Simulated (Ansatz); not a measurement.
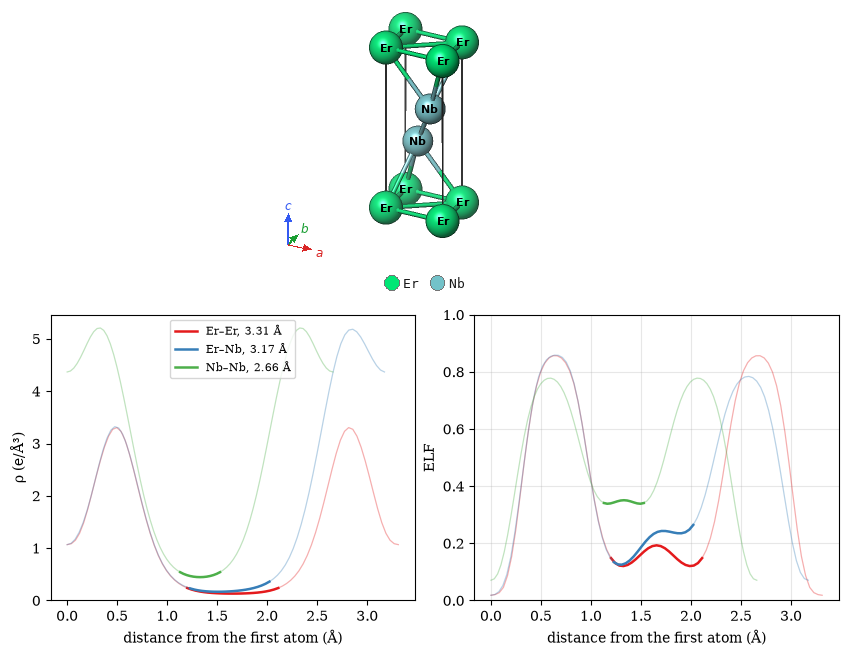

ErNb2. Valence charge density (pseudo) and ELF along straight lines between neighbouring atoms. Thin, pale parts lie inside the atomic spheres. The structure is drawn too.

Space group P-3m1; a structure generated by program, which may or may not match a known phase; computed without spin polarisation; no Hubbard U on the f states and no spin–orbit coupling.

Computed with DFT PBE, scalar-relativistic, plane waves, PAW; 4f electrons in the core of a trivalent norm-conserving potential in Ansatz 0.2.0.

The density is the valence pseudo-density of a pseudopotential calculation; it isn't the true density close to the nuclei.

```
Er Nb
1.0
     3.31026    0.00000    0.00000
    -1.65513    2.86677    0.00000
     0.00000    0.00000    6.90819
Er Nb
1 2
Direct
  0.00000 0.00000 0.00000
  0.33333 0.66667 0.36641
  0.66667 0.33333 0.63359
```

What can be read from the curves?

Er–Er (3.31 Å): ρ is about 0.13 e/Å³ halfway; the ELF is about 0.20 at the midpoint: no localised pair shows between them.
Er–Nb (3.17 Å): ρ at the midpoint is about 0.17 e/Å³; the ELF is about 0.20 at the midpoint: no shared electron pair shows on this line.
Nb–Nb (2.66 Å): the density is about 0.45 e/Å³ at the midpoint; the ELF is about 0.35 at the midpoint.
